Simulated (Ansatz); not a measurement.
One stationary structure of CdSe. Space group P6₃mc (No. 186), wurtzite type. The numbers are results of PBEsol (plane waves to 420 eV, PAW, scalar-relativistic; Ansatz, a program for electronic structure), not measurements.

```xyz
4
Lattice="4.3019 0.0000 0.0000 -2.1510 3.7256 0.0000 0.0000 0.0000 7.0211" Properties=species:S:1:pos:R:3 pbc="T T T"
Cd     2.1510     1.2419     0.0033
Cd     0.0000     2.4837     3.5138
Se     2.1510     1.2419     4.3863
Se     0.0000     2.4837     0.8758
```

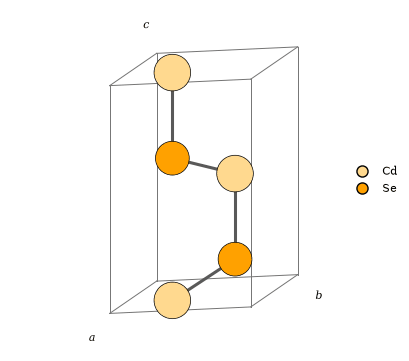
Fig. 1. The conventional cell of the relaxed structure

```yaml
volume_per_atom: 28.13 Å³
band_gap: 0.54 eV, direct at Γ (no spin-orbit coupling)
shortest_distances: Cd–Se 2.63 Å
k-mesh: 9×9×5
```

Band energies at high-symmetry points (eV from the VBM; labels of this space group; no spin-orbit coupling), from −5 eV up to 5.5 eV:

```tsv
point	energies
Γ	-4.44 -0.77 -0.77 -0.05 0.00 0.00 0.54 2.10
M	-4.26 -3.69 -2.70 -1.88 -1.36 -0.77 3.12 3.24 4.67
K	-3.85 -3.85 -3.10 -1.91 -1.91 -1.71 4.10 4.73 4.73
A	-2.70 -2.70 -0.40 -0.40 -0.40 -0.40 2.28 2.28
L	-4.26 -4.26 -1.38 -1.38 -1.36 -1.36 2.83 2.83 4.77 4.77
H	-4.16 -4.16 -2.48 -2.48 -1.14 -1.14 3.67 3.67
```

No spin polarisation in the result.

The run could not lose the symmetry of its start; a randomly shaken copy of 4 atoms returns to this structure.
